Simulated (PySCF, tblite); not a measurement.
# C4H6N2: tautomers, NMR shifts, electronic excitations, part 2 of 3

tblite 0.8.0 and PySCF 2.14.0. Atoms count from 0. Earlier steps stand in the parts before.

### Step 10. Optimising the geometry at PBE0-D3(BJ)/def2-SVP

This step treats C₄H₆N₂, `Cc1ccn[nH]1`.

The job: settings as JSON, then the geometry in Å.

```
{"job": {"xc": "PBE0", "basis": "def2-SVP", "d3": "d3bj", "grid": 1, "kind": "geom"}, "charge": 0, "multiplicity": 1}
C     -1.734358    -0.079708    -0.033192
C     -0.251734     0.002177    -0.001219
C      0.722340    -0.972126     0.013487
C      1.936921    -0.270718     0.026020
N      1.733336     1.030351     0.019672
N      0.409855     1.182461     0.002587
H     -2.174227     0.629215     0.667306
H     -2.110491     0.149049    -1.031375
H     -2.056542    -1.082982     0.231937
H      0.582343    -2.033372     0.016430
H      2.933622    -0.663474     0.040072
H      0.011331     2.107755    -0.003779
```

The log of the run:

```text
step   0  E = -265.03146369  max force = 0.015027
step   1  E = -265.03274720  max force = 0.003224
step   2  E = -265.03277279  max force = 0.000321
step   3  E = -265.03277883  max force = 0.000422
optimisation converged
```

Wall time 14 s (1 thread of Arm Neoverse V2, shared host); peak memory 0.47 GiB.

Step by step:

```csv
step,energy from step 0 (eV),largest force component (eV/Å)
0,0.0000,0.7727
1,-0.0349,0.1658
2,-0.0356,0.0165
3,-0.0358,0.0217
```

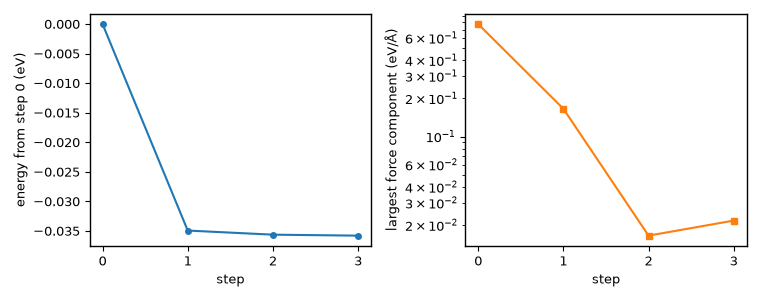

Energy and largest force along the relaxation.

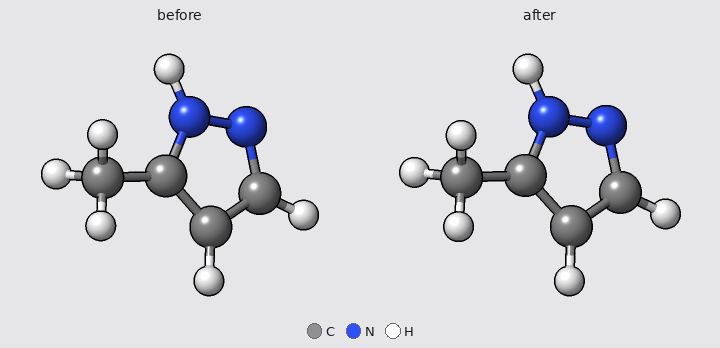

The geometry before (left) and after (right).

Distances of close pairs at the start and the end, largest changes first:

| bond | before (Å) | after (Å) | change (Å) |
| --- | --- | --- | --- |
| C3–H10 | 1.071 | 1.089 | +0.018 |
| C2–H9 | 1.070 | 1.087 | +0.017 |
| C0–H6 | 1.089 | 1.101 | +0.012 |
| C0–H7 | 1.091 | 1.102 | +0.011 |
| C2–C3 | 1.403 | 1.413 | +0.011 |
| C0–H8 | 1.087 | 1.097 | +0.011 |
| C3–N4 | 1.317 | 1.324 | +0.007 |
| C1–C2 | 1.378 | 1.385 | +0.007 |

The end geometry stands in the next job.

| at the end point | value |
| --- | --- |
| point group (found at 0.08 Å tolerance) | C1 |
| rotational constants (GHz, main isotopes) | 9.080, 3.498, 2.566 |
| dipole moment (D) | 2.81 |

### Step 11. Harmonic vibrations (C₄H₆N₂, Cc1ccn[nH]1): PBE0-D3(BJ)/def2-SVP

The job: settings as JSON, then the geometry in Å.

```
{"job": {"xc": "PBE0", "basis": "def2-SVP", "d3": "d3bj", "grid": 2, "kind": "hessian"}, "charge": 0, "multiplicity": 1}
C     -1.738046    -0.079488    -0.049988
C     -0.252940     0.002272    -0.002174
C      0.726862    -0.975285     0.039915
C      1.946882    -0.261547     0.048053
N      1.746127     1.046934     0.015172
N      0.421821     1.179898    -0.016116
H     -2.206982     0.601806     0.677291
H     -2.130551     0.175258    -1.048123
H     -2.067745    -1.099071     0.186892
H      0.572600    -2.051363     0.061114
H      2.962712    -0.654125     0.078607
H      0.019386     2.107727    -0.040483
```

The log of the run:

```text
coarse grid: 10192 points
cycle   1  E = -264.9635027702  dE =  1.007e+00  |g| = 3.710e-01  |ddm| = 3.808e+00
cycle   2  E = -264.9420392469  dE =  2.146e-02  |g| = 4.939e-01  |ddm| = 9.239e-01
cycle   3  E = -264.9996995169  dE = -5.766e-02  |g| = 9.488e-02  |ddm| = 5.317e-01
cycle   4  E = -265.0016442602  dE = -1.945e-03  |g| = 3.041e-02  |ddm| = 1.172e-01
cycle   5  E = -265.0018675326  dE = -2.233e-04  |g| = 6.750e-03  |ddm| = 3.653e-02
cycle   6  E = -265.0018754305  dE = -7.898e-06  |g| = 3.315e-03  |ddm| = 8.326e-03
cycle   7  E = -265.0018777747  dE = -2.344e-06  |g| = 8.682e-04  |ddm| = 3.370e-03
final grid: 99048 points
cycle   8  E = -265.0327958566  dE = -2.336e-05  |g| = 6.077e-03  |ddm| = 2.367e-02
cycle   9  E = -265.0327954394  dE =  4.172e-07  |g| = 6.350e-03  |ddm| = 1.276e-02
cycle  10  E = -265.0328054730  dE = -1.003e-05  |g| = 1.053e-03  |ddm| = 6.905e-03
cycle  11  E = -265.0328057443  dE = -2.713e-07  |g| = 1.625e-04  |ddm| = 1.237e-03
cycle  12  E = -265.0328057502  dE = -5.842e-09  |g| = 3.906e-05  |ddm| = 1.595e-04
cycle  13  E = -265.0328057504  dE = -2.667e-10  |g| = 1.988e-05  |ddm| = 5.153e-05
cycle  14  E = -265.0328057505  dE = -9.868e-11  |g| = 2.102e-06  |ddm| = 1.941e-05
converged SCF energy = -265.0328057505

mode    cm-1
  1      53.5
  2     258.3
  3     334.4
  4     592.8
  5     662.5
  6     677.0
  7     705.7
  8     806.7
  9     902.4
 10     944.9
 11     980.7
 12    1045.1
 13    1048.2
 14    1055.7
 15    1179.4
 16    1270.2
 17    1318.1
 18    1398.7
 19    1402.2
 20    1447.7
 21    1453.6
 22    1493.3
 23    1546.4
 24    1649.9
 25    3055.0
 26    3134.0
 27    3181.2
 28    3263.6
 29    3289.2
 30    3682.8
ZPE 262.182  H(298)-E 278.905  G(298)-E 186.771 kJ/mol  S 309.02 J/(mol K)
```

Run time: 2.9 min. Hardware: 1 thread of Arm Neoverse V2, shared host; peak memory 1.6 GiB.

Zero-point energy 262.18 kJ/mol (xTB gave 253.50).

### Step 12. Single point (C4H6N2, Cc1ccn[nH]1): wB97X-D3(BJ)/def2-TZVP

Geometry: PBE0-D3(BJ)/def2-SVP.

The job, as its differences from that of step 11:

```diff
@@ -1,2 +1,2 @@
-{"job": {"xc": "PBE0", "basis": "def2-SVP", "d3": "d3bj", "grid": 2, "kind": "hessian"}, "charge": 0, "multiplicity": 1}
+{"job": {"kind": "sp", "xc": "wB97X", "basis": "def2-TZVP", "d3": "d3bj", "grid": 2}, "charge": 0, "multiplicity": 1}
 C     -1.738046    -0.079488    -0.049988
```

The log of the run:

```text
coarse grid: 10192 points
cycle   1  E = -265.7125677978  dE =  1.341e+00  |g| = 3.703e-01  |ddm| = 2.690e+00
cycle   2  E = -265.7286333592  dE = -1.607e-02  |g| = 3.340e-01  |ddm| = 5.937e-01
cycle   3  E = -265.7500719397  dE = -2.144e-02  |g| = 6.023e-02  |ddm| = 2.111e-01
cycle   4  E = -265.7509208117  dE = -8.489e-04  |g| = 1.602e-02  |ddm| = 1.019e-01
cycle   5  E = -265.7509892473  dE = -6.844e-05  |g| = 6.470e-03  |ddm| = 3.391e-02
cycle   6  E = -265.7510027209  dE = -1.347e-05  |g| = 2.293e-03  |ddm| = 1.503e-02
cycle   7  E = -265.7510045347  dE = -1.814e-06  |g| = 1.069e-03  |ddm| = 4.087e-03
final grid: 99048 points
cycle   8  E = -265.7305810653  dE = -4.470e-05  |g| = 2.897e-03  |ddm| = 5.113e-02
cycle   9  E = -265.7305820703  dE = -1.005e-06  |g| = 2.402e-03  |ddm| = 5.318e-03
cycle  10  E = -265.7305831772  dE = -1.107e-06  |g| = 4.844e-04  |ddm| = 1.706e-03
cycle  11  E = -265.7305832430  dE = -6.582e-08  |g| = 2.573e-04  |ddm| = 5.900e-04
cycle  12  E = -265.7305832631  dE = -2.009e-08  |g| = 5.165e-05  |ddm| = 2.506e-04
cycle  13  E = -265.7305832654  dE = -2.273e-09  |g| = 3.205e-05  |ddm| = 1.259e-04
converged SCF energy = -265.7305832654
```

It took 11 s on 1 thread of Arm Neoverse V2, shared host; peak memory 0.72 GiB.

### Step 13. Single point (C₄H₆N₂, Cc1ccn[nH]1): wB97X-D3(BJ)/def2-TZVP in cyclohexane

Geometry: PBE0-D3(BJ)/def2-SVP.

The job, as its differences from that of step 12:

```diff
@@ -1,2 +1,2 @@
-{"job": {"kind": "sp", "xc": "wB97X", "basis": "def2-TZVP", "d3": "d3bj", "grid": 2}, "charge": 0, "multiplicity": 1}
+{"job": {"kind": "sp", "xc": "wB97X", "basis": "def2-TZVP", "d3": "d3bj", "grid": 2, "solvent": "cyclohexane"}, "charge": 0, "multiplicity": 1}
 C     -1.738046    -0.079488    -0.049988
```

The log of the run:

```text
final grid: 99048 points
cycle   1  E = -265.7352352823  dE = -2.486e-04  |g| = 1.428e-02  |ddm| = 8.793e-02
cycle   2  E = -265.7352449443  dE = -9.662e-06  |g| = 1.477e-02  |ddm| = 3.934e-02
cycle   3  E = -265.7352908480  dE = -4.590e-05  |g| = 1.738e-03  |ddm| = 9.626e-03
cycle   4  E = -265.7352921435  dE = -1.296e-06  |g| = 8.250e-04  |ddm| = 7.247e-03
cycle   5  E = -265.7352924715  dE = -3.280e-07  |g| = 2.669e-04  |ddm| = 3.689e-03
cycle   6  E = -265.7352925033  dE = -3.183e-08  |g| = 1.283e-04  |ddm| = 9.867e-04
cycle   7  E = -265.7352925110  dE = -7.674e-09  |g| = 4.410e-05  |ddm| = 3.326e-04
converged SCF energy = -265.7352925110
```

It took 9.9 s on 1 thread of Arm Neoverse V2, shared host; peak memory 0.8 GiB.

### Step 14. Tautomers: wB97X-D3(BJ)/def2-TZVP

This step combines the energies above: geometries from PBE0-D3(BJ)/def2-SVP, zero-point and thermal terms from PBE0-D3(BJ)/def2-SVP.

The job: settings as JSON, then the geometry in Å.

```
{"job": {"kind": "ta", "tautomers": ["Cc1ccn[nH]1"], "geom": {"xc": "PBE0", "basis": "def2-SVP", "d3": "d3bj", "grid": 1}, "hess": 1, "level": {"xc": "wB97X", "basis": "def2-TZVP", "d3": "d3bj", "solvents": ["cyclohexane"]}}, "charge": 0, "multiplicity": 1}
C      1.899443     0.003530     0.185837
C      0.410752    -0.036201     0.121786
C     -0.438647     0.406873    -0.925528
C     -1.715806     0.136739    -0.478648
N     -1.571301    -0.422826     0.743838
N     -0.301619    -0.535912     1.125547
H      2.237711    -0.384898     1.155617
H      2.352560    -0.608239    -0.610179
H      2.280399     1.029952     0.068430
H     -0.153383     0.859081    -1.872525
H     -2.693375     0.298254    -0.928566
H     -2.303875    -0.742489     1.362614
```

Output (the driver's rows laid out field by field):

```text
tautomers, wB97X-D3(BJ)/def2-TZVP // PBE0-D3(BJ)/def2-SVP

row 1
  formula                 C4H6N2
  charge                  0
  multiplicity            1
  smiles                  Cc1cc[nH]n1
  kept                    yes
  pieces                  1
  point_group             C1
  electronic              0.0
  enthalpy                0.0
  free_energy             0.0
  solution                cyclohexane 0.0
  share_gas               0.5622
  share_solution          cyclohexane 0.4768

row 2
  formula                 C4H6N2
  charge                  0
  multiplicity            1
  smiles                  Cc1ccn[nH]1
  kept                    yes
  pieces                  1
  point_group             C1
  electronic              0.78
  enthalpy                1.17
  free_energy             0.62
  solution                cyclohexane -0.23
  share_gas               0.4378
  share_solution          cyclohexane 0.5232
```

It took 6.8 min on 1 thread of Arm Neoverse V2, shared host; peak memory 0.8 GiB.

Energies above the first form (kJ/mol, gas phase, 298 K for the thermal columns):

```csv
no.,tautomer,electronic,enthalpy,free energy
form 0,Cc1cc[nH]n1,0.0,0.0,0.0
form 1,Cc1ccn[nH]1,0.8,1.2,0.6
```

Free energies in a continuum (kJ/mol, same sign): cyclohexane: form 0 0.0, form 1 -0.2.

Shares at 298 K in the gas phase: 0: 56 %, 1: 44 %.

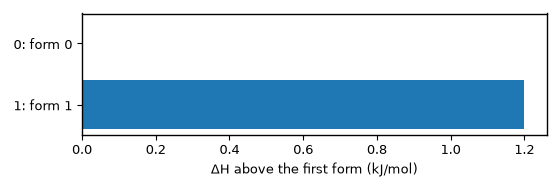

Energies above the first form, as enthalpies.

### Step 15. NMR shifts: GIAO PBE0/pcSseg-1

The job, as its differences from that of step 14:

```diff
@@ -1,2 +1,2 @@
-{"job": {"kind": "ta", "tautomers": ["Cc1ccn[nH]1"], "geom": {"xc": "PBE0", "basis": "def2-SVP", "d3": "d3bj", "grid": 1}, "hess": 1, "level": {"xc": "wB97X", "basis": "def2-TZVP", "d3": "d3bj", "solvents": ["cyclohexane"]}}, "charge": 0, "multiplicity": 1}
+{"job": {"kind": "nmr", "xc": "PBE0", "basis": "pcSseg-1", "pop": false}, "charge": 0, "multiplicity": 1}
 C      1.899443     0.003530     0.185837
```

Level: GIAO PBE0/pcSseg-1 NMR shielding, non-relativistic, gas phase.

The log of the run:

```text
coarse grid: 10192 points
cycle   1  E = -265.1084372845  dE =  1.058e+00  |g| = 3.958e-01  |ddm| = 3.195e+00
cycle   2  E = -265.0801826145  dE =  2.825e-02  |g| = 5.383e-01  |ddm| = 9.001e-01
cycle   3  E = -265.1480669403  dE = -6.788e-02  |g| = 1.080e-01  |ddm| = 5.112e-01
cycle   4  E = -265.1504824474  dE = -2.416e-03  |g| = 3.302e-02  |ddm| = 9.907e-02
cycle   5  E = -265.1507171746  dE = -2.347e-04  |g| = 8.630e-03  |ddm| = 2.864e-02
cycle   6  E = -265.1507279942  dE = -1.082e-05  |g| = 4.555e-03  |ddm| = 8.807e-03
cycle   7  E = -265.1507324667  dE = -4.472e-06  |g| = 9.564e-04  |ddm| = 4.277e-03
final grid: 99048 points
cycle   8  E = -265.1825515071  dE = -2.713e-05  |g| = 6.297e-03  |ddm| = 2.778e-02
cycle   9  E = -265.1825514420  dE =  6.516e-08  |g| = 6.484e-03  |ddm| = 1.113e-02
cycle  10  E = -265.1825614984  dE = -1.006e-05  |g| = 5.847e-04  |ddm| = 5.253e-03
cycle  11  E = -265.1825615534  dE = -5.500e-08  |g| = 2.791e-04  |ddm| = 5.993e-04
cycle  12  E = -265.1825615693  dE = -1.591e-08  |g| = 5.205e-05  |ddm| = 2.270e-04
cycle  13  E = -265.1825615698  dE = -4.794e-10  |g| = 2.888e-05  |ddm| = 6.280e-05
converged SCF energy = -265.1825615698

GIAO shielding tensors (ppm)
atom      isotropic    diamagn.    paramagn.     s11        s22        s33       span
  0 C      168.880     245.410     -76.530    157.854    159.764    189.022     31.168
  1 C       33.312     253.192    -219.880    -47.546     18.671    128.812    176.358
  2 C       74.922     254.543    -179.621     -1.712     69.238    157.241    158.953
  3 C       53.637     251.949    -198.312    -25.345     46.379    139.878    165.223
  4 N       50.981     326.419    -275.438    -54.146     78.281    128.806    182.951
  5 N      -68.687     325.039    -393.726   -295.256    -79.286    168.481    463.737
  6 H       28.802      27.858       0.945     24.040     27.937     34.429     10.389
  7 H       28.954      27.835       1.119     24.778     27.068     35.016     10.238
  8 H       28.971      27.912       1.058     24.679     27.274     34.959     10.281
  9 H       25.055      31.574      -6.519     22.711     25.729     26.725      4.014
 10 H       23.975      29.632      -5.657     21.855     24.600     25.469      3.614
 11 H       22.548      31.556      -9.008     16.862     23.458     27.325     10.464
```

Run time: 7.8 s. Hardware: 1 thread of Arm Neoverse V2, shared host; peak memory 0.64 GiB.

The references, computed at this level on geometries of the same kind, shield at (ppm): 1H TMS 31.27, 13C TMS 184.4, 15N NH3 265.7. Their shielding less the atom's gives the shift. The references are single molecules in the gas phase, so shifts against H2O, NH3, PH3, H3PO4 or CFCl3 are not on the usual liquid scales and can be off by tens of ppm. Atoms listed in one row are averaged.

| atoms | environment | σ (ppm) | δ (ppm) | δ scaled to CDCl3 |
| --- | --- | --- | --- | --- |
| C1 | substituted aromatic carbon next to a ring nitrogen | 33.3 | 151.1 | 146.2 |
| C3 | aromatic CH next to a ring nitrogen | 53.6 | 130.8 | 126.5 |
| C2 | aromatic CH | 74.9 | 109.5 | 105.8 |
| C0 | methyl carbon on an aromatic ring | 168.9 | 15.5 | 14.6 |
| H11 | hydrogen on a pyrrole-type ring nitrogen | 22.55 | 8.72 | – |
| H10 | hydrogen on an aromatic CH next to a ring nitrogen | 23.97 | 7.29 | 7.13 |
| H9 | hydrogen on an aromatic CH | 25.05 | 6.21 | 6.10 |
| H6, H7, H8 | hydrogen on a methyl carbon on an aromatic ring | 28.91 | 2.36 | 2.45 |
| N5 | pyridine-type nitrogen of an azole | -68.7 | 334.4 | – |
| N4 | pyrrole-type ring nitrogen | 51.0 | 214.7 | – |

The scaled column applies a straight-line fit of computed shieldings to shifts measured in CDCl3 (root-mean-square error 0.21 ppm for H, 2.0 ppm for C).

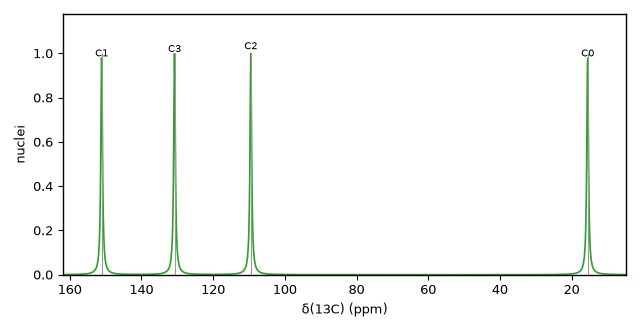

13C lines at the computed shifts, without couplings. Lines are broadened to a width of 0.54 ppm (Lorentzian).

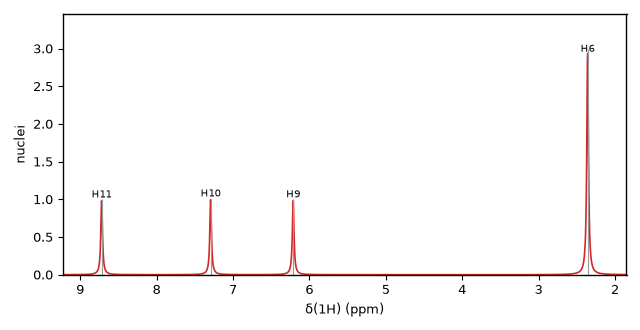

1H lines at the computed shifts, without couplings. Lines are broadened to a width of 0.03 ppm (Lorentzian).

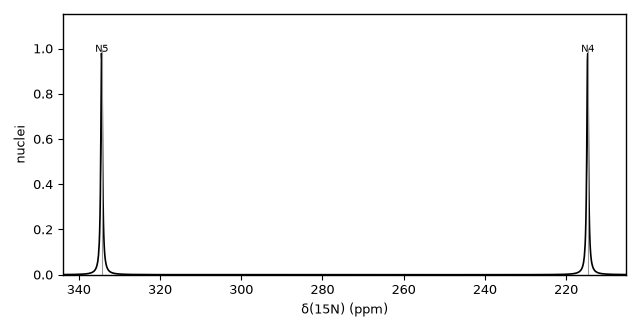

15N lines at the computed shifts, without couplings. Lines are broadened to a width of 0.48 ppm (Lorentzian).

Ring of atoms C1, C2, C3, N4, N5: NICS(0) -13.7, NICS(1) -12.0, NICS(1)zz -31.2 ppm (means of both faces).

### Step 16. NMR shifts (C4H6N2, Cc1ccn[nH]1): GIAO PBE0/pcSseg-1

The job: settings as JSON, then the geometry in Å.

```
{"job": {"kind": "nmr", "xc": "PBE0", "basis": "pcSseg-1", "pop": false}, "charge": 0, "multiplicity": 1}
C     -1.738046    -0.079488    -0.049988
C     -0.252940     0.002272    -0.002174
C      0.726862    -0.975285     0.039915
C      1.946882    -0.261547     0.048053
N      1.746127     1.046934     0.015172
N      0.421821     1.179898    -0.016116
H     -2.206982     0.601806     0.677291
H     -2.130551     0.175258    -1.048123
H     -2.067745    -1.099071     0.186892
H      0.572600    -2.051363     0.061114
H      2.962712    -0.654125     0.078607
H      0.019386     2.107727    -0.040483
```

Method: GIAO PBE0/pcSseg-1 NMR shielding, non-relativistic, gas phase.

The log of the run:

```text
coarse grid: 10192 points
cycle   1  E = -265.1105330676  dE =  1.057e+00  |g| = 3.848e-01  |ddm| = 3.195e+00
cycle   2  E = -265.0885265191  dE =  2.201e-02  |g| = 5.090e-01  |ddm| = 8.512e-01
cycle   3  E = -265.1480975286  dE = -5.957e-02  |g| = 1.021e-01  |ddm| = 4.663e-01
cycle   4  E = -265.1502465579  dE = -2.149e-03  |g| = 3.292e-02  |ddm| = 1.018e-01
cycle   5  E = -265.1504957453  dE = -2.492e-04  |g| = 6.895e-03  |ddm| = 3.161e-02
cycle   6  E = -265.1505026358  dE = -6.890e-06  |g| = 3.906e-03  |ddm| = 7.059e-03
cycle   7  E = -265.1505057817  dE = -3.146e-06  |g| = 9.312e-04  |ddm| = 3.261e-03
final grid: 99048 points
cycle   8  E = -265.1820794044  dE = -2.740e-05  |g| = 6.474e-03  |ddm| = 2.979e-02
cycle   9  E = -265.1820779606  dE =  1.444e-06  |g| = 7.038e-03  |ddm| = 1.203e-02
cycle  10  E = -265.1820897575  dE = -1.180e-05  |g| = 1.194e-03  |ddm| = 6.361e-03
cycle  11  E = -265.1820900930  dE = -3.354e-07  |g| = 2.017e-04  |ddm| = 1.162e-03
cycle  12  E = -265.1820901016  dE = -8.615e-09  |g| = 4.595e-05  |ddm| = 1.538e-04
cycle  13  E = -265.1820901019  dE = -3.584e-10  |g| = 2.284e-05  |ddm| = 4.906e-05
converged SCF energy = -265.1820901019

GIAO shielding tensors (ppm)
atom      isotropic    diamagn.    paramagn.     s11        s22        s33       span
  0 C      172.737     245.289     -72.552    160.940    167.427    189.846     28.906
  1 C       45.321     255.623    -210.303    -29.497     28.230    137.229    166.726
  2 C       74.771     254.932    -180.161     -0.527     73.263    151.576    152.103
  3 C       41.361     250.570    -209.209    -47.476     41.428    130.131    177.607
  4 N      -73.493     322.271    -395.764   -316.561    -83.623    179.705    496.266
  5 N       42.565     326.839    -284.274    -67.593     79.502    115.786    183.379
  6 H       29.042      28.209       0.833     24.224     27.587     35.315     11.091
  7 H       28.939      27.832       1.108     24.736     26.368     35.714     10.978
  8 H       28.876      28.398       0.478     23.722     28.072     34.835     11.114
  9 H       25.213      31.968      -6.755     23.010     25.390     27.239      4.229
 10 H       23.926      29.058      -5.132     21.608     24.405     25.766      4.158
 11 H       22.536      33.925     -11.389     17.020     24.499     26.088      9.068
```

Wall time 7.6 s (1 thread of Arm Neoverse V2, shared host); peak memory 0.64 GiB.

Shifts follow as δ = σ(reference) − σ, with reference shieldings (ppm) from runs at the same level and on the same kind of geometry: 1H TMS 31.27, 13C TMS 184.4, 15N NH3 265.7. The references are single molecules in the gas phase, so shifts against H2O, NH3, PH3, H3PO4 or CFCl3 are not on the usual liquid scales and can be off by tens of ppm. Atoms listed in one row are averaged.

```csv
atoms,environment,σ (ppm),δ (ppm),δ scaled to CDCl3
C3,aromatic CH next to a ring nitrogen,41.4,143.0,138.4
C1,substituted aromatic carbon next to a ring nitrogen,45.3,139.1,134.5
C2,aromatic CH,74.8,109.6,106.0
C0,methyl carbon on an aromatic ring,172.7,11.7,10.8
H11,hydrogen on a pyrrole-type ring nitrogen,22.54,8.73,–
H10,hydrogen on an aromatic CH next to a ring nitrogen,23.93,7.34,7.17
H9,hydrogen on an aromatic CH,25.21,6.05,5.95
"H6, H7, H8",hydrogen on a methyl carbon on an aromatic ring,28.95,2.31,2.41
N4,pyridine-type nitrogen of an azole,-73.5,339.2,–
N5,pyrrole-type ring nitrogen,42.6,223.1,–
```

The scaled column applies a straight-line fit of computed shieldings to shifts measured in CDCl3 (root-mean-square error 0.21 ppm for H, 2.0 ppm for C).

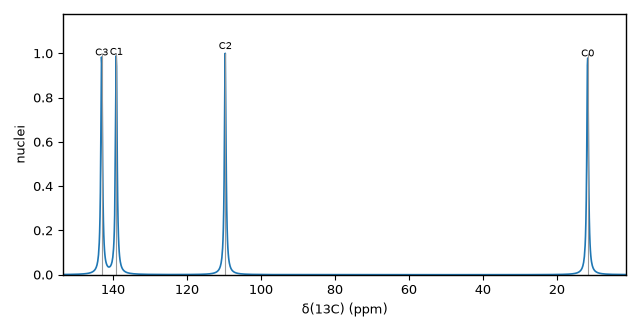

13C lines at the computed shifts, without couplings. Lines are broadened to a width of 0.53 ppm (Lorentzian).

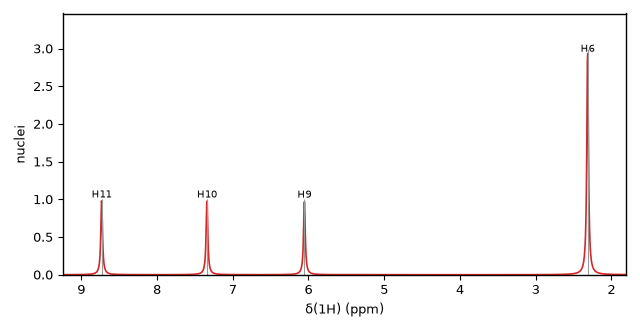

1H lines at the computed shifts, without couplings. Lines are broadened to a width of 0.03 ppm (Lorentzian).

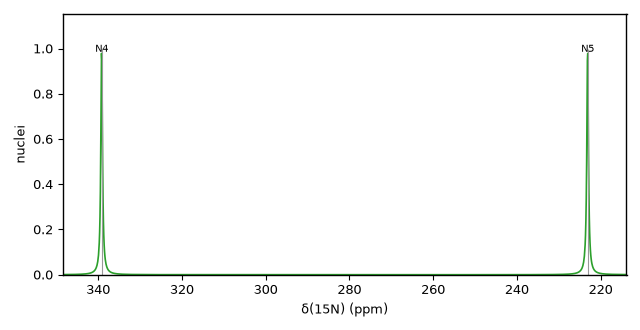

15N lines at the computed shifts, without couplings. Lines are broadened to a width of 0.46 ppm (Lorentzian).

Ring of atoms C1, C2, C3, N4, N5: NICS(0) -13.4, NICS(1) -11.9, NICS(1)zz -30.9 ppm (means of both faces).

[end of part 2 of 3]
